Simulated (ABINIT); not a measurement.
# How the form of the self-energy moves the gap of Ba2MgH6 (P-3m1)

Wanted: the gap of Ba2MgH6 (P-3m1) under several approximations, with cost.

Main program and level: ABINIT 10.8.3; LDA and many-body steps on it, plane waves.

## 1. The structure

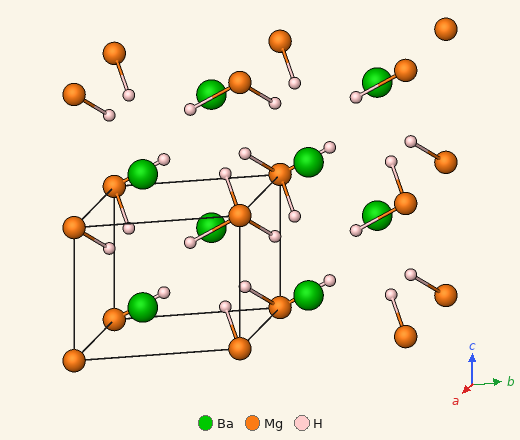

The starting structure, seen slightly off an axis (barium green, magnesium orange, hydrogen pink). 1×2×2 cells are drawn. Bonds to atoms that aren't drawn are left out. Some periodic images of atoms are drawn too.

The cell and positions are those that the Materials Project relaxed with its own functionals (PBE, PBE+U or r2SCAN), kept fixed. Spin-orbit coupling is left out unless a step names it.

## 2. Empty states on the mesh, 3×3×2 mesh, 125 bands

This step: ABINIT 10.8.3; DFT, LDA, plane waves, norm-conserving pseudopotentials.

The sums over transitions need many empty states on a uniform mesh; this step solves for them.

The input, run.abi:

```
acell 3*1.0 Angstrom
rprim 
  5.717818886904 0.000000000024 0.000000000000
  -2.858909443473 4.951776410285 0.000000000000
  0.000000000000 0.000000000000 4.538310090000
ntypat 3
znucl 56 12 1
natom 9
typat 1 1 2 3 3 3 3 3 3
xred 
  0.666666666667 0.333333333333 0.267038260000
  0.333333333333 0.666666666667 0.732961740000
  0.000000000000 0.000000000000 0.000000000000
  0.829634400000 0.659268800000 0.775326710000
  0.829634400000 0.170365600000 0.775326710000
  0.340731200000 0.170365600000 0.775326710000
  0.170365600000 0.340731200000 0.224673290000
  0.170365600000 0.829634400000 0.224673290000
  0.659268800000 0.829634400000 0.224673290000
pp_dirpath "pseudos"
pseudos "Ba.upf, Mg.upf, H.upf"
ecut 38
ngkpt 3 3 2
nshiftk 1
shiftk 0 0 0
kptopt 1
chksymbreak 0
iscf -2
irdden 1
istwfk *1
nband 125
nbdbuf 10
tolwfr 1e-09
nstep 60
prtvol 0
indata_prefix "in"
outdata_prefix "out"
tmpdata_prefix "tmp"
```

Started as:

```bash
$ OMP_NUM_THREADS=1 mpirun -n 4 abinit run.abi > log
```

Numbers of over 12 decimals in the logs are rounded to 6 here.

What it wrote:

```text
.Version 10.8.3 of ABINIT. v10.8.2 released Aug 2026.

 Symmetries : space group P-3 m 1 (#164); Bravais hP (primitive hexag.)
[... echo of the input left out ...]
== DATASET  1 ==================================================================
-   mpi_nproc: 4, omp_nthreads: 1 (-1 if OMP is not activated)

--- !DatasetInfo
iteration_state: {dtset: 1, }
dimensions: {natom: 9, nkpt: 6, mband: 125, nsppol: 1, nspinor: 1, nspden: 1, mpw: 9726, }
cutoff_energies: {ecut:  38.0, pawecutdg:  -1.0, }
[...]
1.53629    1.54894    1.56355    1.57697    1.59641    1.59641    1.60767    1.61544
   1.61544    1.62750    1.62750    1.63423    1.65284    1.65284    1.66052    1.67482
   1.68025    1.68026    1.68514    1.68516    1.68799
 prteigrs : prtvol=0 or 1, do not print more k-points.

== END DATASET(S) ==============================================================
================================================================================

 -outvars: echo values of variables after computation  --------
            nband         125
             nkpt           6
          spgroup         164
 [... the other variables as echoed above ...]

 Calculation completed.
```

The job ended after 78 s (4 MPI ranks of Arm Neoverse V1, shared host; peak memory 0.45 GiB; 5.2 min of CPU time).

This step gave:

- gap: 2.607 eV
- k of the valence top: 0.3333, 0, 0
- k of the conduction bottom: 0, 0, 0
- least direct gap: 2.729 eV
- k points computed: 6
- lowest point of the top converged band, above the valence top: 40.98 eV

On this mesh the gap is 2.607 eV.

The density comes from a self-consistent run that is not shown.

## 3. Screening, 3×3×2 mesh, 115 bands, screening to 122.5 eV

The RPA dielectric matrix is built and inverted for each q.

This step: RPA screening on LDA, plane waves, norm-conserving pseudopotentials.

Changes to run.abi since step 2:

```diff
@@ -27,10 +27,11 @@
 chksymbreak 0
-iscf -2
-irdden 1
 istwfk *1
-nband 125
-nbdbuf 10
-tolwfr 1e-09
-nstep 60
-prtvol 0
+occopt 1
+irdwfk 1
+optdriver 3
+nband 115
+ecuteps 4.5
+inclvkb 2
+awtr 1
+symchi 1
 indata_prefix "in"
```

What it wrote:

```text
.Version 10.8.3 of ABINIT. v10.8.2 released Aug 2026.

 Symmetries : space group P-3 m 1 (#164); Bravais hP (primitive hexag.)
[... echo of the input left out ...]
== DATASET  1 ==================================================================
-   mpi_nproc: 4, omp_nthreads: 1 (-1 if OMP is not activated)

--- !DatasetInfo
iteration_state: {dtset: 1, }
dimensions: {natom: 9, nkpt: 6, mband: 115, nsppol: 1, nspinor: 1, nspden: 1, mpw: 9726, }
cutoff_energies: {ecut:  38.0, pawecutdg:  -1.0, }
electrons: {nelect:   3.60000000E+01, charge:   0.00000000E+00, occopt:   1.00000000E+00, tsmear:   1.00000000E-02, }

 SCREENING: Calculation of the susceptibility and dielectric matrices

 Based on a program developped by R.W. Godby, V. Olevano, G. Onida, and L. Reining.
 Incorporated in ABINIT by V. Olevano, G.-M. Rignanese, and M. Torrent.
.Using double precision arithmetic ; gwpc =  8

[... cell and pseudopotentials left out ...]
--------------------------------------------------------------------------------

 ==== K-mesh for the wavefunctions ====
 Number of points in the irreducible wedge :     6
[... list of points left out ...]
 Together with 12 symmetry operations and time-reversal symmetry
 yields    18 points in the full Brillouin Zone.

 ==== Q-mesh for the screening function ====
 Number of points in the irreducible wedge :     6
[... list of points left out ...]
 Together with 12 symmetry operations and time-reversal symmetry
 yields    18 points in the full Brillouin Zone.

 setmesh: FFT mesh size selected  =    36x   36x   32
          total number of points  =        41472

 vcoul_init : cutoff-mode = AUXILIARY_FUNCTION
 q-points for optical limit:   1
     1)      0.000010    0.000020    0.000030

- screening: taking advantage of time-reversal symmetry
- Maximum band index for partially occupied states nbvw = 18
- Remaining bands to be divided among processors   nbcw = 97
- Number of bands treated by each node ~24

 Number of electrons calculated from density =   36.0000; Expected =   36.0000
 average of density, n =  0.041516
 r_s =    1.7916
 omega_plasma =   19.6547 [eV]

 calculating chi0 at frequencies [eV] :
  1    0.000000E+00    0.000000E+00
  2    0.000000E+00    1.965467E+01

--------------------------------------------------------------------------------
  q-point number  1        q = ( 0.000000, 0.000000, 0.000000) [r.l.u.]
--------------------------------------------------------------------------------
[... chi0 elements left out ...]
 For q-point:  0.000010 0.000020 0.000030
  dielectric constant =   6.1205
  dielectric constant without local fields =   6.8364

  Average fulfillment of the sum rule on Im[epsilon] for q-point    1 :     67.43  [%]
[... wings left out ...]
  q-point number  2        q = ( 0.333333, 0.000000, 0.000000) [r.l.u.]
--------------------------------------------------------------------------------
[... chi0 elements left out ...]
  Average fulfillment of the sum rule on Im[epsilon] for q-point    2 :     75.58  [%]

 [... 4 further q-points ...]
```

Run time: 43 s. Hardware: 4 MPI ranks; peak memory 1.4 GiB; 2.8 min of CPU time.

Numbers from this step:

```
ε∞ with local fields, on this mesh, along the program's q direction : 6.120
the same without local fields                                       : 6.836
plasma frequency                                                    : 19.65 eV
plane waves in the screening matrix                                 : 381
```

Local fields lower ε∞ by 10 %. On a Γ-centred mesh this coarse the value itself is usually too large, while a short band sum pulls it down.

## 4. G0W0, Godby-Needs plasmon pole

The self-energy is evaluated for the states that the input lists, and the levels follow from it, in one-shot runs by the linearised quasiparticle equation.

This step: G0W0 on LDA, plane waves, norm-conserving pseudopotentials.

Changes to run.abi since step 3:

```diff
@@ -30,8 +30,17 @@
 irdwfk 1
-optdriver 3
+optdriver 4
 nband 115
+gwcalctyp 0
+ecutsigx 38
+symsigma 1
+nkptgw 2
+kptgw 
+  0.3333333333 0.0000000000 0.0000000000
+  0.0000000000 0.0000000000 0.0000000000
+bdgw 
+  17 20
+  17 21
 ecuteps 4.5
-inclvkb 2
-awtr 1
-symchi 1
+irdscr 1
+ppmodel 1
 indata_prefix "in"
```

What it wrote:

```text
.Version 10.8.3 of ABINIT. v10.8.2 released Aug 2026.

 Symmetries : space group P-3 m 1 (#164); Bravais hP (primitive hexag.)
[... echo of the input left out ...]
== DATASET  1 ==================================================================
-   mpi_nproc: 4, omp_nthreads: 1 (-1 if OMP is not activated)

--- !DatasetInfo
iteration_state: {dtset: 1, }
dimensions: {natom: 9, nkpt: 6, mband: 115, nsppol: 1, nspinor: 1, nspden: 1, mpw: 9726, }
cutoff_energies: {ecut:  38.0, pawecutdg:  -1.0, }
electrons: {nelect:   3.60000000E+01, charge:   0.00000000E+00, occopt:   1.00000000E+00, tsmear:   1.00000000E-02, }

 SIGMA: Calculation of the GW corrections

 Based on a program developped by R.W. Godby, V. Olevano, G. Onida, and L. Reining.
 Incorporated in ABINIT by V. Olevano, G.-M. Rignanese, and M. Torrent.
.Using double precision arithmetic ; gwpc =  8

[... cell and pseudopotentials left out ...]
--------------------------------------------------------------------------------

 ==== K-mesh for the wavefunctions ====
 Number of points in the irreducible wedge :     6
[... list of points left out ...]
 Together with 12 symmetry operations and time-reversal symmetry
 yields    18 points in the full Brillouin Zone.

 ==== Q-mesh for screening function ====
 Number of points in the irreducible wedge :     6
[... list of points left out ...]
 Together with 12 symmetry operations and time-reversal symmetry
 yields    18 points in the full Brillouin Zone.

 vcoul_init : cutoff-mode = AUXILIARY_FUNCTION
 q-points for optical limit:   1
     1)      0.000010    0.000020    0.000030
 setmesh: FFT mesh size selected  =    54x   54x   48
          total number of points  =       139968

 Number of electrons calculated from density =   36.0000; Expected =   36.0000
 average of density, n =  0.041516
 r_s =    1.7916
 omega_plasma =   19.6547 [eV]

 === KS Band Gaps ===
  >>>> For spin  1
   Minimum direct gap =   2.7286 [eV], located at k-point      :   0.0000  0.0000  0.0000
   Fundamental gap    =   2.6073 [eV], Top of valence bands at :   0.3333  0.0000  0.0000
                                       Bottom of conduction at :   0.0000  0.0000  0.0000
 SIGMA fundamental parameters:
 PLASMON POLE MODEL  1
 number of plane-waves for SigmaX                 9653
 number of plane-waves for SigmaC and W            381
 number of plane-waves for wavefunctions          9653
 number of bands                                   115
 number of independent spin polarizations            1
 number of spinorial components                      1
 number of k-points in IBZ                           6
 number of q-points in IBZ                           6
 number of symmetry operations                      12
 number of k-points in BZ                           18
 number of q-points in BZ                           18
 number of frequencies for dSigma/dE                 9
 frequency step for dSigma/dE [eV]                0.25
 number of omega for Sigma on real axis              0
 max omega for Sigma on real axis  [eV]           0.00
 zcut for avoiding poles [eV]                     0.10

 EPSILON^-1 parameters (SCR file):
 dimension of the eps^-1 matrix on file            381
 dimension of the eps^-1 matrix used               381
 number of plane-waves for wavefunctions          9653
 number of bands                                   115
 number of q-points in IBZ                           6
 number of frequencies                               2
 number of real frequencies                          1
 number of imag frequencies                          1

 matrix elements of self-energy operator (all in [eV])

 Perturbative Calculation

--- !SelfEnergy_ee
iteration_state: {dtset: 1, }
kpoint     : [   0.333,    0.000,    0.000, ]
spin       : 1
KS_gap     :    3.236
QP_gap     :    4.922
Delta_QP_KS:    1.687
data: !SigmaeeData |
     Band     E0 <VxcDFT>   SigX SigC(E0)      Z dSigC/dE  Sig(E)    E-E0       E
       17   2.791 -10.749 -13.691   2.051   0.779  -0.283 -11.444  -0.695   2.096
       18   3.309 -10.983 -13.836   1.957   0.782  -0.279 -11.683  -0.700   2.609
       19   6.545  -9.314  -4.491  -3.615   0.817  -0.225  -8.328   0.986   7.531
       20   6.673  -9.659  -4.626  -3.744   0.814  -0.229  -8.610   1.049   7.723

--- !SelfEnergy_ee
iteration_state: {dtset: 1, }
kpoint     : [   0.000,    0.000,    0.000, ]
spin       : 1
KS_gap     :    2.729
QP_gap     :    4.308
Delta_QP_KS:    1.579
data: !SigmaeeData |
     Band     E0 <VxcDFT>   SigX SigC(E0)      Z dSigC/dE  Sig(E)    E-E0       E
       17   3.188 -10.948 -13.800   1.979   0.782  -0.278 -11.631  -0.683   2.505
       18   3.188 -10.948 -13.800   1.979   0.782  -0.278 -11.631  -0.683   2.505
       19   5.916  -9.024  -4.632  -3.301   0.821  -0.218  -8.128   0.896   6.812
       20   7.049  -9.780  -4.575  -3.860   0.812  -0.231  -8.688   1.092   8.141
       21   7.049  -9.780  -4.575  -3.860   0.812  -0.231  -8.688   1.092   8.141

== END DATASET(S) ==============================================================
================================================================================

 -outvars: echo values of variables after computation  --------
           etotal      0.0000000000E+00
            nband         115
             nkpt           6
          spgroup         164
 [... the other variables as echoed above ...]

 Calculation completed.
```

Elapsed: 20 s, on 4 MPI ranks; peak memory 1.1 GiB; 79 s of CPU time.

Numbers from this step:

| Item | Value |
| --- | --- |
| G0W0 gap on the points computed | 4.203 eV |
| starting gap on the mesh | 2.607 eV |
| k of the valence top | 0.3333, 0, 0 |
| k of the conduction bottom | 0, 0, 0 |
| Z at the valence top | 0.782 |
| Z at the conduction bottom | 0.821 |
| least direct G0W0 gap on the computed points | 4.307 eV |

The gap on the mesh goes from 2.61 eV to 4.20 eV, a correction of +1.60 eV.

## 5. G0W0, Hybertsen-Louie plasmon pole

Changes to run.abi since step 4:

```diff
@@ -44,3 +44,3 @@
 irdscr 1
-ppmodel 1
+ppmodel 2
 indata_prefix "in"
```

What it wrote:

```text
.Version 10.8.3 of ABINIT. v10.8.2 released Aug 2026.

 Symmetries : space group P-3 m 1 (#164); Bravais hP (primitive hexag.)
[... echo of the input left out ...]
== DATASET  1 ==================================================================
-   mpi_nproc: 4, omp_nthreads: 1 (-1 if OMP is not activated)

--- !DatasetInfo
iteration_state: {dtset: 1, }
dimensions: {natom: 9, nkpt: 6, mband: 115, nsppol: 1, nspinor: 1, nspden: 1, mpw: 9726, }
cutoff_energies: {ecut:  38.0, pawecutdg:  -1.0, }
electrons: {nelect:   3.60000000E+01, charge:   0.00000000E+00, occopt:   1.00000000E+00, tsmear:   1.00000000E-02, }

 SIGMA: Calculation of the GW corrections

 Based on a program developped by R.W. Godby, V. Olevano, G. Onida, and L. Reining.
 Incorporated in ABINIT by V. Olevano, G.-M. Rignanese, and M. Torrent.
.Using double precision arithmetic ; gwpc =  8

[... cell and pseudopotentials left out ...]
--------------------------------------------------------------------------------

 ==== K-mesh for the wavefunctions ====
 Number of points in the irreducible wedge :     6
[... list of points left out ...]
 Together with 12 symmetry operations and time-reversal symmetry
 yields    18 points in the full Brillouin Zone.

 ==== Q-mesh for screening function ====
 Number of points in the irreducible wedge :     6
[... list of points left out ...]
 Together with 12 symmetry operations and time-reversal symmetry
 yields    18 points in the full Brillouin Zone.

 vcoul_init : cutoff-mode = AUXILIARY_FUNCTION
 q-points for optical limit:   1
     1)      0.000010    0.000020    0.000030
 setmesh: FFT mesh size selected  =    54x   54x   48
          total number of points  =       139968

 Number of electrons calculated from density =   36.0000; Expected =   36.0000
[...]
number of omega for Sigma on real axis              0
 max omega for Sigma on real axis  [eV]           0.00
 zcut for avoiding poles [eV]                     0.10

 EPSILON^-1 parameters (SCR file):
 dimension of the eps^-1 matrix on file            381
 dimension of the eps^-1 matrix used               381
 number of plane-waves for wavefunctions          9653
 number of bands                                   115
 number of q-points in IBZ                           6
 number of frequencies                               2
 number of real frequencies                          1
 number of imag frequencies                          1

 matrix elements of self-energy operator (all in [eV])

 Perturbative Calculation

--- !SelfEnergy_ee
iteration_state: {dtset: 1, }
kpoint     : [   0.333,    0.000,    0.000, ]
spin       : 1
KS_gap     :    3.236
QP_gap     :    4.879
Delta_QP_KS:    1.643
data: !SigmaeeData |
     Band     E0 <VxcDFT>   SigX SigC(E0)      Z dSigC/dE  Sig(E)    E-E0       E
       17   2.791 -10.749 -13.691   1.887   0.824  -0.214 -11.618  -0.870   1.921
       18   3.309 -10.983 -13.836   1.836   0.829  -0.206 -11.826  -0.842   2.467
       19   6.545  -9.314  -4.491  -3.885   0.854  -0.172  -8.513   0.801   7.345
[...]
--- !SelfEnergy_ee
iteration_state: {dtset: 1, }
kpoint     : [   0.000,    0.000,    0.000, ]
spin       : 1
KS_gap     :    2.729
QP_gap     :    4.159
Delta_QP_KS:    1.431
data: !SigmaeeData |
     Band     E0 <VxcDFT>   SigX SigC(E0)      Z dSigC/dE  Sig(E)    E-E0       E
[...]
20   7.049  -9.780  -4.575  -4.080   0.852  -0.174  -8.822   0.958   8.007
       21   7.049  -9.780  -4.575  -4.080   0.852  -0.174  -8.822   0.958   8.007

== END DATASET(S) ==============================================================
================================================================================

 -outvars: echo values of variables after computation  --------
           etotal      0.0000000000E+00
            nband         115
             nkpt           6
          spgroup         164
 [... the other variables as echoed above ...]

 Calculation completed.
```

Wall time 19 s (4 MPI ranks); peak memory 1.1 GiB.

Numbers from this step:

- G0W0 gap on the points computed: 4.044 eV
- starting gap on the mesh: 2.607 eV
- k of the valence top: 0.3333, 0, 0
- k of the conduction bottom: 0, 0, 0
- Z at the valence top: 0.829
- Z at the conduction bottom: 0.85
- least direct G0W0 gap on the computed points: 4.16 eV

Against G0W0 in ABINIT (3×3×2 mesh, 115 bands, screening to 122.5 eV, Godby-Needs plasmon pole), the gap moves by −0.159 eV.

## 6. G0W0, von der Linden-Horsch plasmon pole

Changes to run.abi since step 5:

```diff
@@ -44,3 +44,3 @@
 irdscr 1
-ppmodel 2
+ppmodel 3
 indata_prefix "in"
```

What it wrote:

```text
.Version 10.8.3 of ABINIT. v10.8.2 released Aug 2026.

 Symmetries : space group P-3 m 1 (#164); Bravais hP (primitive hexag.)
[... echo of the input left out ...]
== DATASET  1 ==================================================================
-   mpi_nproc: 4, omp_nthreads: 1 (-1 if OMP is not activated)

--- !DatasetInfo
iteration_state: {dtset: 1, }
dimensions: {natom: 9, nkpt: 6, mband: 115, nsppol: 1, nspinor: 1, nspden: 1, mpw: 9726, }
cutoff_energies: {ecut:  38.0, pawecutdg:  -1.0, }
[...]
Band     E0 <VxcDFT>   SigX SigC(E0)      Z dSigC/dE  Sig(E)    E-E0       E
[...]
20   7.049  -9.780  -4.575  -4.072   0.851  -0.175  -8.816   0.964   8.013
       21   7.049  -9.780  -4.575  -4.072   0.851  -0.175  -8.816   0.964   8.013

== END DATASET(S) ==============================================================
================================================================================

 -outvars: echo values of variables after computation  --------
           etotal      0.0000000000E+00
            nband         115
             nkpt           6
          spgroup         164
 [... the other variables as echoed above ...]

 Calculation completed.
```

The job ended after 10 s (4 MPI ranks; peak memory 1.1 GiB; 42 s of CPU time).

This step gave:

```
G0W0 gap on the points computed              : 4.25 eV
starting gap on the mesh                     : 2.607 eV
k of the valence top                         : 0.3333, 0, 0
k of the conduction bottom                   : 0, 0, 0
least direct G0W0 gap on the computed points : 4.355 eV
```

Against G0W0 in ABINIT (3×3×2 mesh, 115 bands, screening to 122.5 eV, Godby-Needs plasmon pole), the gap moves by +0.047 eV.

(Part 1 of 2 ends here.)

[Paths, hosts, dates, memory and timing lines, banners, echoed tables and standing remarks are left out of the program output.]

[Logs are printed without paths, hosts, clocks, repeated set-up lines and the standing remarks that a program may print on its own settings, such as how far it seeks lower states.]

[Runs of the session that timed out or met a known fault of the program may be left out.]

[Hosts, paths, dates, database ids (printed as entryN), source tags and the programs' standing remarks are cut or masked in the printed files.]

[G0W0 gaps are taken among the corrected bands and points alone; a level outside them can change the order at an edge.]

[Where Ansatz stands beside ABINIT at settings called matched, ABINIT's density can come from a denser mesh and the files from another edition; pairs whose starting gaps differed by over 0.03 eV were left out, so agreement reads better than it is.]
